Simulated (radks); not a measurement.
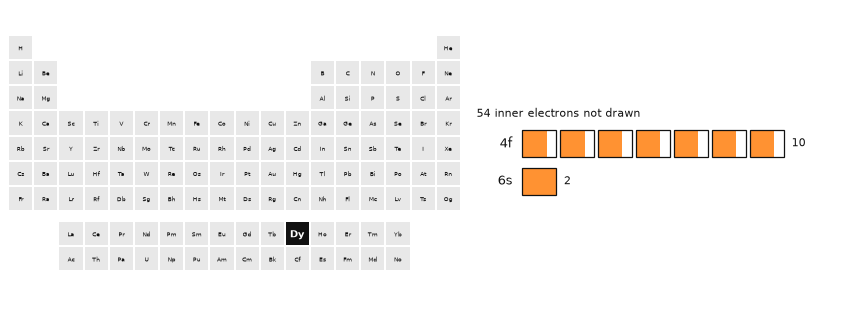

Left, the place of dysprosium in the periodic table; right, the outer shells as the input fills them: a box for each of the 2l + 1 orbitals, shaded by the share of the shell that is filled, with the electron count at the right.

## Atomic calculation, with input and output: Dy

The neutral dysprosium atom in the configuration [Xe] 4f10 6s2 (open shells shared over both j by 2j + 1). Computed at this level: Dirac Kohn-Sham, PBE, spin-unpolarised, spherical densities, point nucleus (the in-house radial solver radks).

### Input
```
Z 66
configuration [Xe] 4f10 6s2
relativity Dirac
functional pbe,pbe
spin unpolarised
j_filling average
nucleus point
c 137.035999084
mixing 0.2
max_iterations 79
```

Energies in input and log are in hartree, lengths in bohr.

Hardware: 1 thread of Arm Neoverse V2, 23 GiB of memory available, shared host.

Launched within a batch (the task file carries these settings):
```bash
python <driver script> task.json out
```

### Log
```
1s1/2   1   2.0000       -1969.86548588
2s1/2   1   2.0000        -327.84741179
2p1/2   1   2.0000        -311.77144215
2p3/2   1   4.0000        -282.36229881
3s1/2   1   2.0000         -72.97398616
3p1/2   1   2.0000         -65.96838474
3p3/2   1   4.0000         -59.86072647
3d3/2   1   4.0000         -47.83357797
3d5/2   1   6.0000         -46.50003239
4s1/2   1   2.0000         -14.43357538
4p1/2   1   2.0000         -11.67101704
4p3/2   1   4.0000         -10.30623525
4d3/2   1   4.0000          -5.76106133
4d5/2   1   6.0000          -5.51395367
4f5/2   1   4.2857          -0.13226018
4f7/2   1   5.7143          -0.10003124
5s1/2   1   2.0000          -1.79460864
5p1/2   1   2.0000          -1.05343656
5p3/2   1   4.0000          -0.88154761
6s1/2   1   2.0000          -0.13773349
Etot -12168.228912267909
Ekin 13350.17725825388
Encl -30007.182984145296
Eh 4753.225736989911
Exc -264.44892336640186
err 8.038479908478718e-09
it 34
```

### Outcome

| quantity | value |
| --- | --- |
| outcome | converged |
| total energy | −12168.2289 hartree |
| kinetic energy | 13350.1773 hartree |
| electron–nucleus energy | −30007.1830 hartree |
| Hartree energy | 4753.2257 hartree |
| exchange–correlation energy | −264.448923 hartree |
| radius at density 0.001 e/bohr³ | 5.16 bohr |
| SCF iterations | 34 |

### What is odd here

A numerical setting was moved from its usual value: mixing factor beta = 0.2. The program ran to the end, and its total energy equals that of the same run with the usual input (−12168.22891 hartree) within 10⁻⁵ hartree, so the oddity leaves no trace in it.
